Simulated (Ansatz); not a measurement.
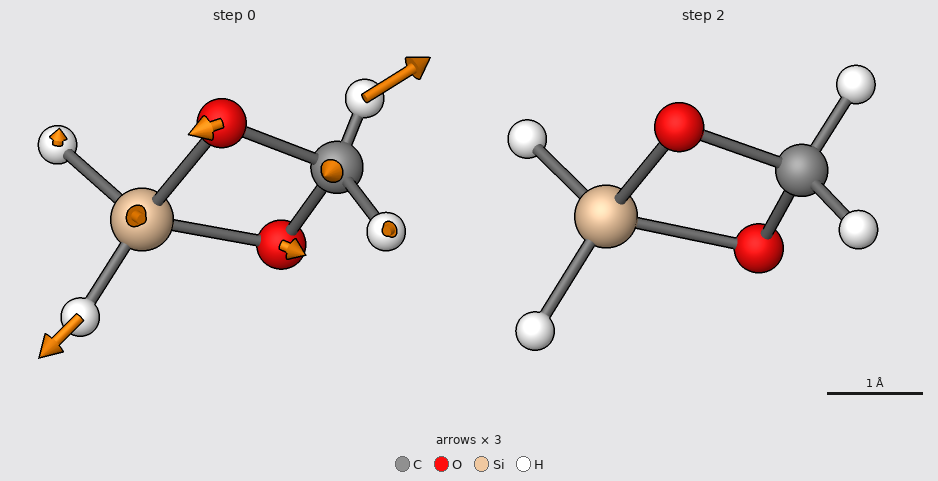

The structure of CH4O2Si before (left) and after (right) a relaxation, at one scale. The orange arrows give the displacements, magnified 3 times.

Style: ball-and-stick. Shown at a tilt.

Level of theory: RKS BLYP-d4/cc-pVDZ (Ansatz 0.2.0).

Input file:
```yaml
crystal:
  periodic: [false, false, false]
  atoms:
    - {symbol: C, position_ang: [-0.234045, 1.097366, -0.253925]}
    - {symbol: O, position_ang: [-0.769523, 0.175636, 0.694941]}
    - {symbol: Si, position_ang: [0.149924, -1.002375, 0.144556]}
    - {symbol: O, position_ang: [0.759047, 0.237644, -0.872623]}
    - {symbol: H, position_ang: [-1.012650, 1.297084, -1.162520]}
    - {symbol: H, position_ang: [0.280605, 1.674656, -0.111394]}
    - {symbol: H, position_ang: [1.177559, -1.494932, 1.259003]}
    - {symbol: H, position_ang: [-0.464266, -2.027424, -0.214444]}
basis:
  gaussian: {orbitals: cc-pVDZ, final_grid: {core_spheres: 20, valence_spheres: 16, degree: 47}}
hamiltonian: {xc: {name: BLYP}, dispersion: d4}
relax: {f_tol: 0.0001, max_steps: 3}
output: {forces: true}
```

Launched with:
```bash
ansatz run in.yaml --threads 2 --pin off --events-out ev --progress --plain --max-ram 4352MiB
```

What changed between the two?

Answer. The relaxation stopped without meeting its thresholds, so the last structure isn't shown to be converged. The input was poor on purpose: steps. The atom that moves furthest after the best rigid fit is H6 (0.30 Å). By element the largest moves are H 0.30 Å, O 0.14 Å, C 0.12 Å, Si 0.11 Å. Some distances before and after: C1–H6 0.786 → 1.110 Å, Si3–H8 1.248 → 1.475 Å, O2–Si3 1.592 → 1.700 Å, C1–H5 1.213 → 1.119 Å. Bond angles that change, for instance: O4–C1–H6 93.7° → 107.7°, O2–C1–H6 126.8° → 114.9°, O4–C1–H5 102.6° → 112.4°. After 2 geometry steps the energy has fallen by 5.107 eV. The largest force component goes from 22 to 0.78 eV/Å. The run took 5 s on 2 threads of Arm Neoverse V2 (shared host).
